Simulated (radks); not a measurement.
# Exchange and kinetic functionals tested on atomic densities: Ru³⁺, Ca⁺, He, Ga⁺, Ne, Hg¹⁵⁺

Aim: take each self-consistent density and evaluate many functionals on it, against the exact exchange and kinetic energies of the same orbitals. Every spin shell is full or empty, so the densities are truly spherical.

Program: radks (a radial shooting solver on a logarithmic mesh, Libxc functionals) version 1. Level of theory: non-relativistic Kohn-Sham, PBE, spin-polarised, spherical densities, point nucleus; open shells are filled with parallel spins first. These are calculated values, not measurements, unless marked.

## 1. The system

| Property | Result |
| --- | --- |
| species | Ru³⁺ ([Kr] 4d5), Ca⁺ ([Ar] 4s1), He ([He]), Ga⁺ ([Ar] 3d10 4s2), Ne ([Ne]), Hg¹⁵⁺ ([Kr] 4d10 4f14 5s2 5p3) |

## 2. Ru³⁺, [Kr] 4d5

The run's settings:

```text
Z 44
configuration [Kr] 4d5
relativity non-relativistic
functional pbe,pbe
spin polarised
nucleus point
```

## 3. Ca⁺, [Ar] 4s1

The run's settings:

```text
Z 20
configuration [Ar] 4s1
relativity non-relativistic
functional pbe,pbe
spin polarised
nucleus point
```

## 4. He, [He]

The run's settings:

```text
Z 2
configuration [He]
relativity non-relativistic
functional pbe,pbe
spin polarised
nucleus point
```

## 5. Ga⁺, [Ar] 3d10 4s2

The run's settings:

```text
Z 31
configuration [Ar] 3d10 4s2
relativity non-relativistic
functional pbe,pbe
spin polarised
nucleus point
```

## 6. Ne, [Ne]

The run's settings:

```text
Z 10
configuration [Ne]
relativity non-relativistic
functional pbe,pbe
spin polarised
nucleus point
```

## 7. Hg¹⁵⁺, [Kr] 4d10 4f14 5s2 5p3

The run's settings:

```text
Z 80
configuration [Kr] 4d10 4f14 5s2 5p3
relativity non-relativistic
functional pbe,pbe
spin polarised
nucleus point
```

What does the calculation give? Wanted: for each run, error in magnitude; Ru³⁺; Ca⁺; He; Ga⁺; Ne; Hg¹⁵⁺.

The runs gave:

```
 error in magnitude (%)    Ru³⁺     Ca⁺      He     Ga⁺      Ne   Hg¹⁵⁺
          exchange, LDA   -5.18   -7.39  -13.63   -5.64   -8.71   -3.88
          exchange, PBE   -0.47   -0.52   -0.82   -0.14   -0.14   -0.33
       exchange, PBEsol   -2.41   -3.28   -5.35   -2.40   -3.48   -1.81
         exchange, RPBE   -0.25   -0.05   +0.93   +0.15   +0.62   -0.19
         exchange, OPTX   +1.06   +0.15   +0.35   +0.99   +0.30   +1.92
           exchange, WC   -0.95   -1.44   -2.95   -0.77   -1.45   -0.63
        exchange, SOGGA   -2.43   -3.31   -5.56   -2.41   -3.55   -1.82
         exchange, EV93   -0.22   +0.86   +5.36   +0.44   +2.44   -0.41
       exchange, Tao-Mo   -0.80   -0.24   +0.90   -0.35   +0.55   -0.82
  kinetic, Thomas-Fermi   -5.49   -6.94  -11.25   -6.26   -8.55   -4.66
kinetic, von Weizsacker  -56.60  -43.31   -0.00  -51.19  -29.74  -64.38
          kinetic, LC94   +0.08   +0.09   -0.44   -0.07   -0.17   +0.00
     kinetic, Perdew 92   -0.66   -0.63   -0.11   -0.82   -0.73   -0.69
       kinetic, Thakkar   -0.51   -0.20   -0.13   -0.53   -0.21   -0.79
       kinetic, Pearson   -0.95   -1.40   -4.91   -1.24   -2.53   -0.87
           kinetic, LKT  +20.21  +27.96  +58.84  +23.07  +36.57  +16.02
           kinetic, PG1  +15.92  +22.46  +51.16  +18.26  +30.04  +12.50
kinetic, DePristo-Kress   -0.06   +0.02   -0.41   -0.16   -0.41   -0.21
```

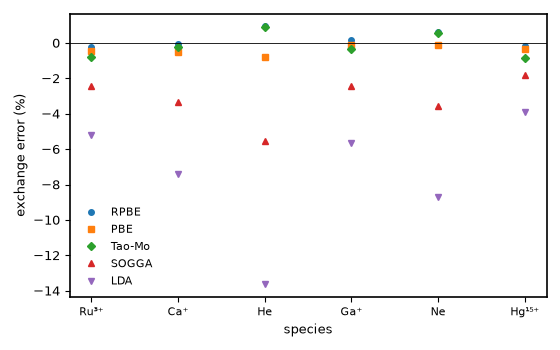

Error of five exchange functionals by species.

Negative means that the magnitude is too small. For exchange the mean absolute error is least for RPBE (0.36 %) and largest for LDA (7.40 %). Among the orbital-free kinetic functionals LC94 (0.14 %) does best and von Weizsacker (40.87 %) worst. The functionals are evaluated on one density each, not self-consistently.
